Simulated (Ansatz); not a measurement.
# Dielectric function and optical constants of FeNi3 (Awaruite), part 2 of 2

Aim: the dielectric function of FeNi3 (Awaruite), and the optical constants that follow from it.

Ansatz 0.2.0; DFT, PBE, plane-wave PAW, default files, scalar-relativistic, independent-particle optical response without local fields.

So far. Step 2 (Ground state and bands): There are states at the Fermi level within the smearing, so the occupations stay smeared and the carriers get a Drude term. The cell is left with a pressure of 0.0 GPa, as it stands unrelaxed at this level.

### Step 3. Spectrum

The spectrum is a sum over vertical transitions between filled and empty bands at the fixed density, so many empty bands are needed.

This step: DFT, PBE, plane-wave PAW, default files, scalar-relativistic, independent-particle optical response without local fields (Ansatz 0.2.0).

The input, input.yaml:

```yaml
crystal:
  lattice:
    - [3.545, 0.0, 0.0]
    - [0.0, 3.545, 0.0]
    - [0.0, 0.0, 3.545]
  atoms:
    - { symbol: Ni, position: [0.5, 0.5, 0.0], spin: 1.0 }
    - { symbol: Ni, position: [0.5, 0.0, 0.5], spin: 1.0 }
    - { symbol: Ni, position: [0.0, 0.5, 0.5], spin: 1.0 }
    - { symbol: Fe, position: [0.0, 0.0, 0.0], spin: 3.0 }
magnetization:
  spin_polarized: true
kpoints:
  mp_grid: { grid: [8, 8, 8] }
scf:
  occupations: { method: fermi_dirac, width: 0.05 }
hamiltonian:
  xc: pbe
  pseudopotentials: { kind: paw }
output:
  optics:
    e_range: [0, 20]
    de: 0.05
    sigma: 0.15
    drude_damping: 0.03
    nscf_kmesh: { grid: [10, 10, 10] }
    bands: { spectra_wanted_up_to: 20 }
```

Launch:

```sh
$ ansatz run input.yaml --threads 4 --pin off --max-ram 8192MiB --backend cpu --events-out ev --progress --plain --runs-dir out
```

Numbers of over 12 decimals in the logs are rounded to 6 here.

What it wrote:

```text
[...]
Crystal: 4 atoms, lattice volume = 44.550 Å³
Basis set: ecut = 420 eV, 895 PW (Γ)
Bands: 46, of which v1, the nominal top of the filled ones, is band 35 counted from 1 (34 counted from 0)
Symmetry: 48 space group operations
[...]
k-points: 35 of 512
[...]
Starting moments: Σ|m| = 6 μB on 4 of 4 sites
[...]
SCF iter   1: F=—  HF=-21997.717469 eV  |F-HF|=—  |Δ(HF+E_count)|=         —  Δρ=6.57e-2 (↑3.54e-2 ↓6.57e-2)  dr2=2.74e0  dr2_m=1.45e-1  M=5.437 μB ∫|m|=5.708 μB  β_m=0.30  ethr=3.10e-3  ⟨swp⟩=5.5  Hψ=10384  notcnv=0  defer=31
[...]
SCF iter  18: F=-22000.015572 eV  HF=-22000.015572 eV  |F-HF|=7.28e-12  |Δ(HF+E_count)|=  7.28e-12  Δρ=2.49e-8 (↑6.98e-9 ↓2.49e-8)  dr2=4.78e-13  dr2_m=3.59e-14  M=4.892 μB ∫|m|=5.388 μB  ethr=1.00e-12  ⟨swp⟩=7.1  Hψ=9809  notcnv=0
SCF 1 converged in 18 iterations: F = -22000.015572 eV  dr2 = 4.78e-13
[...]
NSCF: frozen V_eff on 56 k-points
output.optics: what the bands over the 69 summed would add to eps1, eps2 and the energy-loss function is held between a lower and an upper bound (7 Lanczos steps). eps1, eps2 and their loss function (loss_summed_bands) are given on every row as the summed bands alone make them. Along an axis, on a row where the two bounds hold the loss function to about 1 % of the greater of itself and 0.5 % of |1/eps|, its cell (loss_completed) is given, with the completed eps1 and eps2 that it is formed of (a cell that is left empty reads nan in the table and null in the record). The two bounds hold it so along every axis on all 400 rows up to 20.000 eV. [rest of the remark cut]
SCF converged after 18 iterations
Magnetization: 4.8922 μB (37.4461 up, 32.5539 down)
Absolute magnetization: 5.3909 μB (∫|ρ↑−ρ↓|, with the PAW one-centre terms)
[...]
Per-site moments (μB) at R_I (Å): [(0.706533, 1.034011), (0.706533, 1.034011), (0.706533, 1.034011), (2.927305, 1.034011)]
Free energy (F): -22000.015572 eV
[...]
Internal energy: -21999.987921 eV  (E = F + TS)
E sigma→0 (E₀):  -22000.001747 eV
Entropy (-TS):   -0.027651 eV (-6.913 meV/atom)
Fermi energy:    18.266775 eV
[...]
--- Band table (eV; the first three rows and the last of 70) ---
  k-point 0 ↑: bands = [... 31 lower, 17.5420, 17.5420, 17.5420, 17.6047, 17.6047, 17.6047, 20.4168, 20.4168, ... 7 higher]
  k-point 1 ↑: bands = [... 31 lower, 17.3426, 17.3921, 17.4755, 17.4755, 17.5420, 17.6049, 19.4526, 21.0170, ... 7 higher]
  k-point 2 ↑: bands = [... 31 lower, 17.1292, 17.1986, 17.1986, 17.3225, 17.5421, 17.6053, 17.7507, 22.3161, ... 7 higher]
  k-point 34 ↓: bands = [... 31 lower, 17.7070, 18.3523, 18.3523, 18.3523, 19.0846, 19.0846, 19.0846, 19.4251, ... 7 higher]
```

Wall time 2.4 min (4 threads of AMD EPYC (Zen 3), shared host); peak memory 2 GiB.

This step gave:

```
magnetization                                                : 4.892 μB
absolute magnetization                                       : 5.391 μB
site moments                                                 : 0.7065, 0.7065, 0.7065, 2.927 μB
main peak of the optical conductivity above 1 eV, first axis : 1.303 eV
Drude plasma energy, first axis                              : 5.950 eV
bands summed                                                 : 69
spectra valid up to                                          : 35.39 eV
program's estimate of the k-sum error in Im epsilon          : 0.15 %
electrons in the f-sum                                       : 25.07
```

The Im ε, any direction has structure finer than the step of the table below, so its rows give means over 1 eV, whole bins alone (the curve runs from 0.3 to 20 eV). Peaks (eV: height): 1.1: 57.8.

Table of Im ε, any direction by photon energy; means over each step:

```
photon energy (eV)  Im ε, any direction
                 1                 47.7
                 2                 27.3
                 3                 13.0
                 4                 6.25
                 5                 5.08
                 6                 5.47
                 7                 3.37
                 8                 2.99
                 9                 2.56
                10                 2.27
                11                 1.91
                12                 1.81
                13                 1.72
                14                 1.85
                15                 1.85
                16                 1.69
                17                 1.48
                18                 1.32
                19                 1.18
```

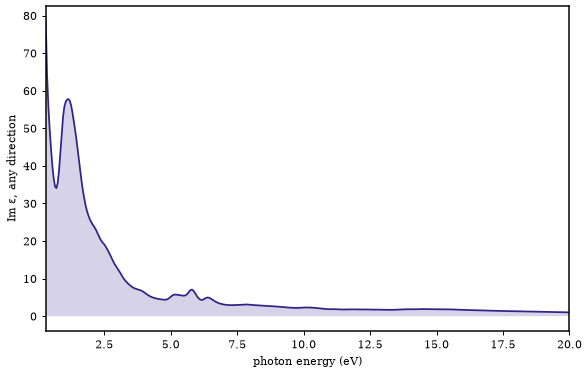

Im ε, any direction against photon energy.

The Re ε, any direction by photon energy:

```
photon energy (eV)  Re ε, any direction
                 1                 1.83
                 2                -13.5
                 3                -10.7
                 4                -5.51
                 5               -0.711
                 6                -3.04
                 7                -1.71
                 8               -0.747
                 9               -0.540
                10              -0.0546
                11               0.0404
                12                0.316
                13                0.465
                14                0.576
                15                0.434
                16                0.279
                17                0.259
                18                0.302
                19                0.336
                20                0.400
```

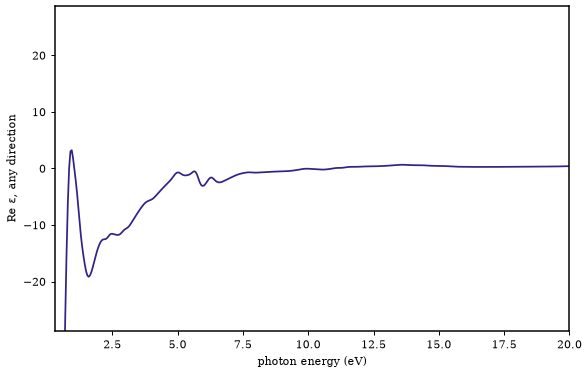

Re ε, any direction against photon energy. Below 1 eV the curve runs off the scale.

The refractive index n and extinction k by photon energy:

| photon energy (eV) | n | k |
| --- | --- | --- |
| 2 | 2.75 | 4.59 |
| 4 | 1.21 | 2.64 |
| 6 | 1.22 | 2.13 |
| 8 | 1.09 | 1.39 |
| 10 | 1.06 | 1.09 |
| 12 | 1.04 | 0.871 |
| 14 | 1.12 | 0.824 |
| 16 | 0.998 | 0.846 |
| 18 | 0.907 | 0.722 |
| 20 | 0.866 | 0.592 |

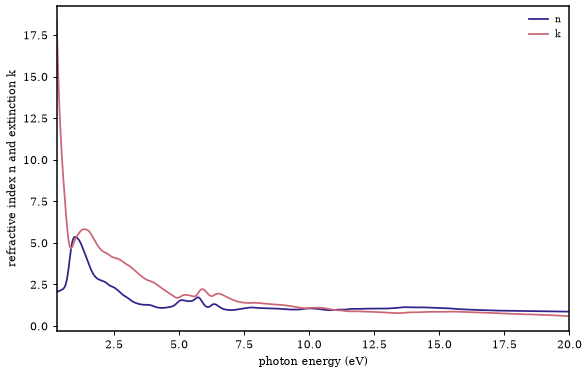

Refractive index n and extinction k, plotted against photon energy.

Values under 1 per cm are given as 1. Absorption coefficient, any direction against photon energy:

| photon energy (eV) | absorption coefficient, any direction (1/cm) |
| --- | --- |
| 1.00 | 5.3e5 |
| 2.00 | 9.3e5 |
| 3.00 | 1.1e6 |
| 4.00 | 1.1e6 |
| 5.00 | 8.7e5 |
| 6.00 | 1.3e6 |
| 7.00 | 1.2e6 |
| 8.00 | 1.1e6 |
| 9.00 | 1.1e6 |
| 10.00 | 1.1e6 |
| 11.00 | 1.1e6 |
| 12.00 | 1.1e6 |
| 13.00 | 1.1e6 |
| 14.00 | 1.2e6 |
| 15.00 | 1.3e6 |
| 16.00 | 1.4e6 |
| 17.00 | 1.4e6 |
| 18.00 | 1.3e6 |
| 19.00 | 1.3e6 |
| 20.00 | 1.2e6 |

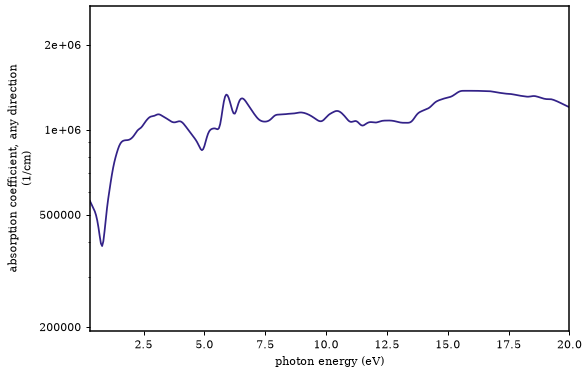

Absorption coefficient, any direction, plotted against photon energy.

Table of loss function −Im 1/ε at q → 0, any direction by energy loss; read off at these points:

```
energy loss (eV)  loss function −Im 1/ε at q → 0, any direction
               1                                         0.0179
               2                                         0.0308
               3                                         0.0460
               4                                         0.0898
               5                                          0.189
               6                                          0.143
               7                                          0.247
               8                                          0.310
               9                                          0.371
              10                                          0.431
              11                                          0.536
              12                                          0.538
              13                                          0.547
              14                                          0.494
              15                                          0.514
              16                                          0.577
              17                                          0.658
              18                                          0.725
              19                                          0.785
              20                                          0.846
```

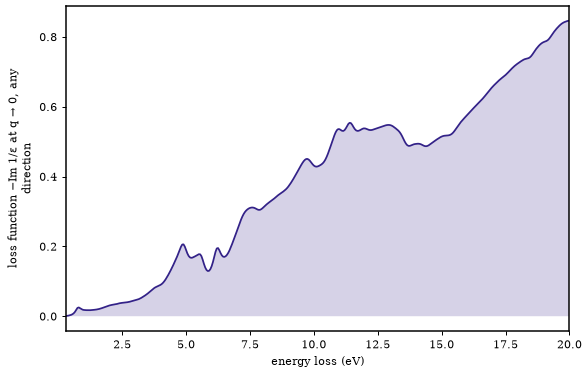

Loss function −Im 1/ε at q → 0, any direction against energy loss.

Optical constants at common wavelengths, from n + ik = √ε:

```csv
wavelength (nm),n,k,R (%),1/α
1550,4.06,4.768,66.4,26 nm
633,2.77,4.662,69.2,11 nm
532,2.44,4.257,67.4,9.9 nm
450,1.99,3.963,67.7,9.0 nm
308,1.19,2.618,59.1,9.4 nm
248,1.50,1.723,34.9,11 nm
193,1.28,1.925,42.5,8.0 nm
```

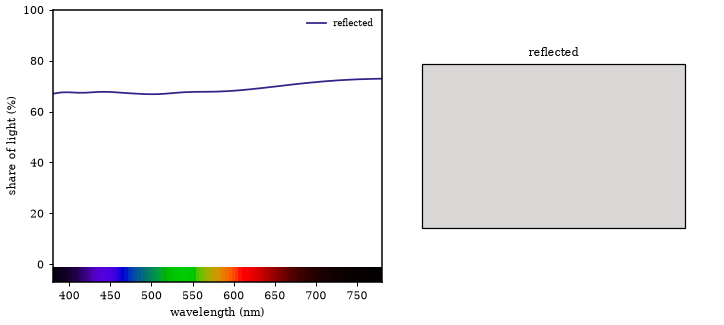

Light reflected across the visible range, with the colour that it makes of daylight (sRGB).

In reflection the computed colour is light grey: x = 0.315, y = 0.329, luminous reflectivity 68 %.

### Step 4. Outcome

```json
{
  "gap on the path": "0 eV",
  "main peak of the optical conductivity above 1 eV, first axis": "1.30 eV",
  "Drude plasma energy, first axis": "5.95 eV"
}
```

What this shows: At this level (PBE, independent particles) FeNi3 is a metal with a Drude plasma energy of 6.0 eV; it reflects 68 % at 550 nm. Along x the bare Drude plasma energy is 6.0 eV; Re ε first rises through zero at 0.85 eV, far lower, because interband transitions screen the carriers. Im ε is 44 there, so the loss peak at that energy is weak. In reflection the computed colour is light grey: x = 0.315, y = 0.329, luminous reflectivity 68 %. In the base run ε includes the program's bounded estimate of what the bands above those summed add. The carriers' damping of 0.03 eV is typed, not computed; at 0.8 eV the carriers give 5 % of Im ε along the first axis; the rest comes from the sum over bands, which at low energy also holds close bands and the noise of the mesh. The magnetic state comes from one start and need not be the lowest. The Fermi-Dirac width of 0.05 eV acts as an electron temperature of 580 K in the carriers' term.

[Logs are printed without paths, hosts, clocks, repeated set-up lines and the standing remarks that a program may print on its own settings, such as how far it seeks lower states.]

[Hosts, paths, dates, database ids (printed as entryN), source tags and the programs' standing remarks are cut or masked in the printed files.]
